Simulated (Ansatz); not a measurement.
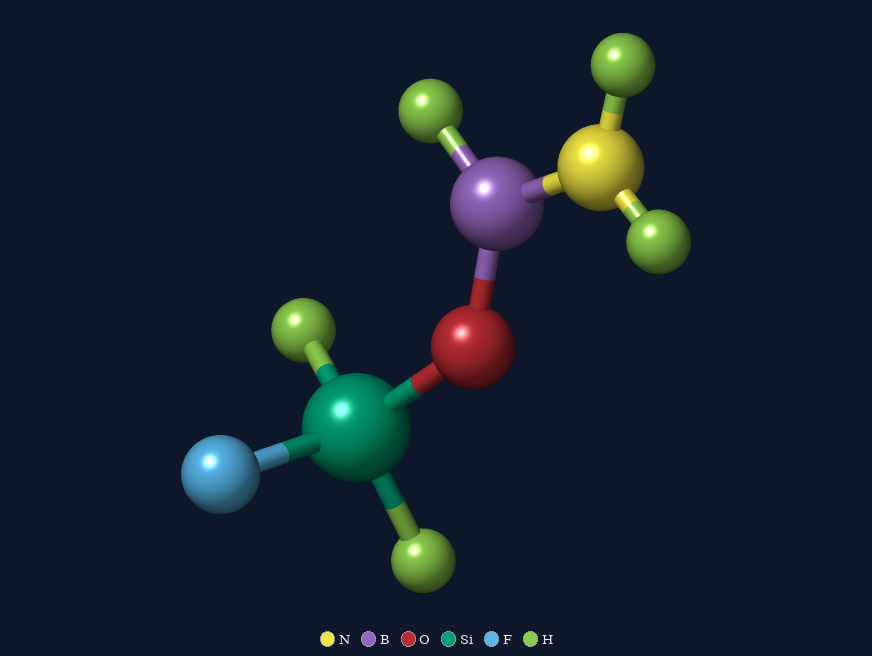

Figure made from data computed with Ansatz.

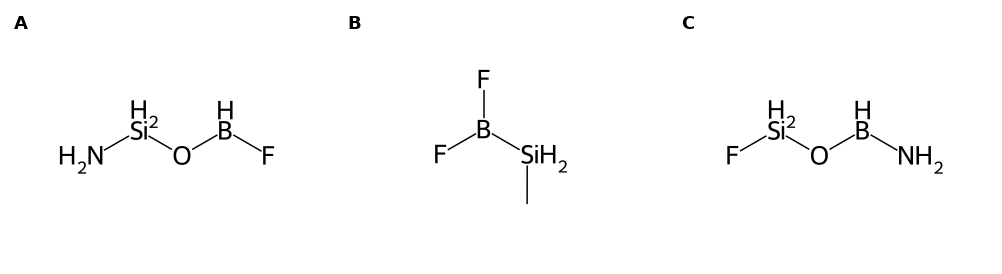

The first picture shows one of the molecules drawn in the second. Which?

Answer. C, `NBO[SiH2]F`.
